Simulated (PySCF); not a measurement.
SMILES S[CH2][GeH3] (CH6GeS) at its PBE0/def2-SVP optimised geometry (Å):

```
9

S      1.9801    -0.9799     0.0000
C      0.1616    -0.9799     0.0000
Ge    -0.6060     0.8281     0.0000
H      2.1466    -0.2797    -1.1435
H     -0.1281    -1.4876     0.9327
H     -0.2337    -1.5840    -0.8308
H     -0.0746     1.5840    -1.2336
H     -0.1775     1.5690     1.2768
H     -2.1466     0.7636    -0.0736
```

Calculation: PBE0/def2-TZVP run with PySCF. Cells within 0.4 Å of a nucleus heavier than hydrogen are left out (blank, or x).

Map of the Laplacian of the electron density (e/bohr⁵), clipped to [-1.50, 1.50] on the plane z = 0.0 Å:

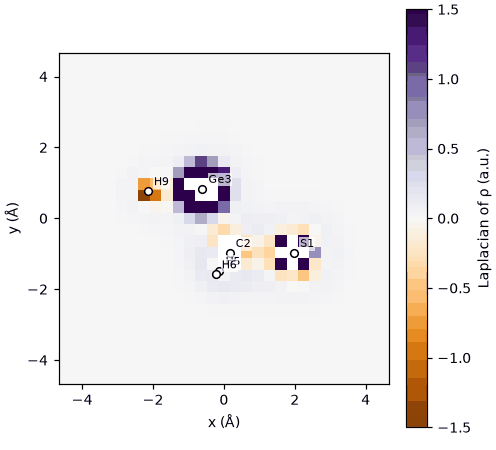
Figure. Laplacian of the electron density (e/bohr⁵), clipped to [-1.50, 1.50] on the plane z = 0.0 Å.
